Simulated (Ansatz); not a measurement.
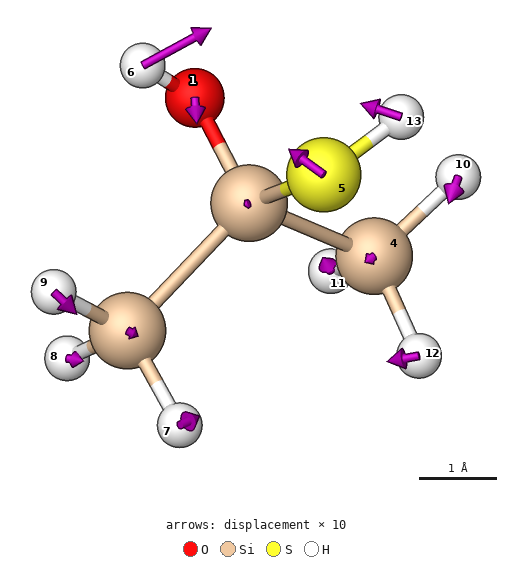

This is a relaxation of Si$_{3}$H$_{8}$SO. The starting structure is drawn; purple arrows show the displacements, magnified 10 times. The two geometries are superimposed by the best rigid fit.

The picture is a ball-and-stick view, seen at a tilt.

The start comes from PBE-D4/def2-SVP.

Theory: Ansatz 0.2.0, RKS PBE0-D4/def2-TZVP. Settings: force threshold 0.005 eV/Å; at most 150 steps.

**What happened in the run?**

The largest move after the best rigid fit is that of an H atom, 0.10 Å. By element the largest moves are H 0.10 Å, S 0.06 Å, O 0.04 Å, Si 0.02 Å. Among the contacts that change: O–Si 1.691 → 1.654 Å, S–Si 2.175 → 2.147 Å, H–S 1.365 → 1.345 Å, H–Si 1.506 → 1.488 Å. Among the angles between lasting bonds that change: Si–O–H 114.5° → 117.0°. Over 9 accepted moves (10 points after the start) the energy falls by 0.059 eV. Largest force component: 0.68 eV/Å at the start, 0.0043 eV/Å at the end. The line search rejected the trial step at point 8 of the run.
